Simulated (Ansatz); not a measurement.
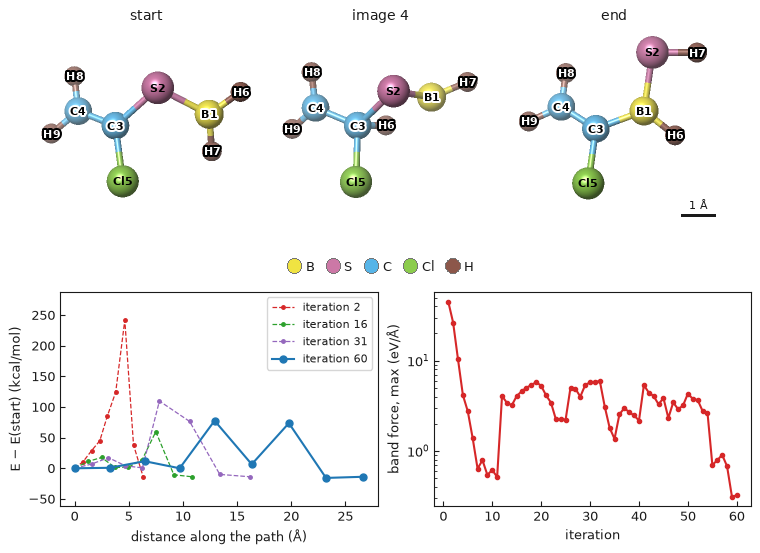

A nudged-elastic-band calculation for C2H4BClS. Images are numbered from 0 (start) to 8 (end). The plot follows the band through its iterations. The picture is a ball-and-stick view, seen at a tilt.

Level of theory: UKS PBE0-D4/6-31G* (Ansatz 0.2.0). Settings: 7 movable images; climbing image; force threshold 0.03 eV/Å; iteration limit 60; starting path through a guess of the saddle point.

> Did the band converge, and can the barrier be trusted?

The result isn't final. The band hadn't converged when the run stopped after 60 iterations. The largest component of the band force went from 45 to 0.32 eV/Å. The barrier read from it is provisional: over the last two iterations the highest image moved from 78.1 kcal/mol to 77.6 kcal/mol. The first iteration put the highest image at 500.6 kcal/mol. The highest point, image 4, lies 77.6 kcal/mol above the start and 91.5 kcal/mol above the end; the end is at −13.9 kcal/mol relative to the start. Image 7 lies below both ends, at −15.7 kcal/mol, which may mean an intermediate minimum or an end that is no minimum. The profile has 3 maxima (images 2, 4, 6) with a dip at image 3, 5 (0.0 kcal/mol, +6.5 kcal/mol), which on an unconverged band is provisional.
